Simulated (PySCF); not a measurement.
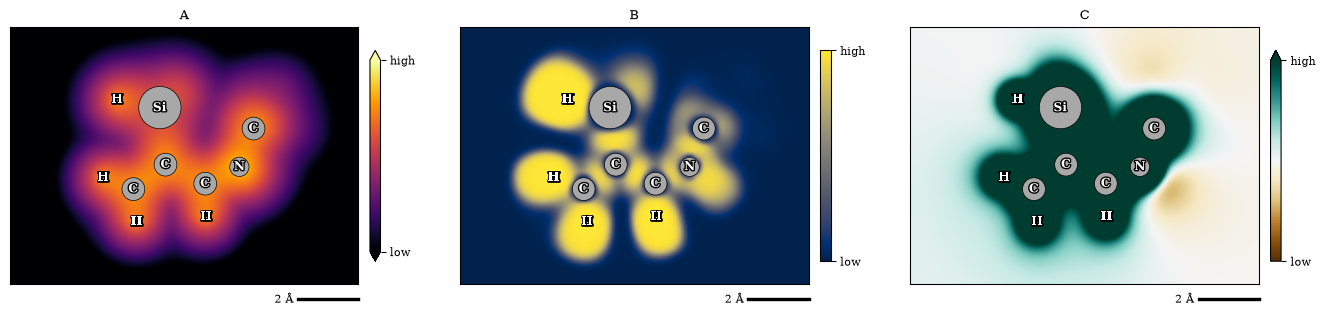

C5H9NOSi (SMILES C=C([SiH3])/C=N\C(C)=O): 3 fields on the plane of atoms C2, C4 and H14, with unlabelled colour scales. Grey discs cover the atomic cores.

Geometry: GFN2-xTB.

All numbers below come from CAM-B3LYP/def2-SVPD, SCF density, gas phase in PySCF.

Which field does each panel show? The fields are: electron density, electron localisation function and electrostatic potential.

Answer. Panel A: electron density. Panel B: electron localisation function. Panel C: electrostatic potential (strongly positive close to the atoms, with negative regions outside electron-rich atoms). From the grid: C–N (1.26 Å): the density is about 2.8 e/Å³ at the midpoint; the ELF peaks at about 0.90 between the atoms; a multiple bond. C–C (1.34 Å): ρ at the midpoint is about 2.3 e/Å³; the ELF peaks at about 0.95 between the atoms; a multiple bond.
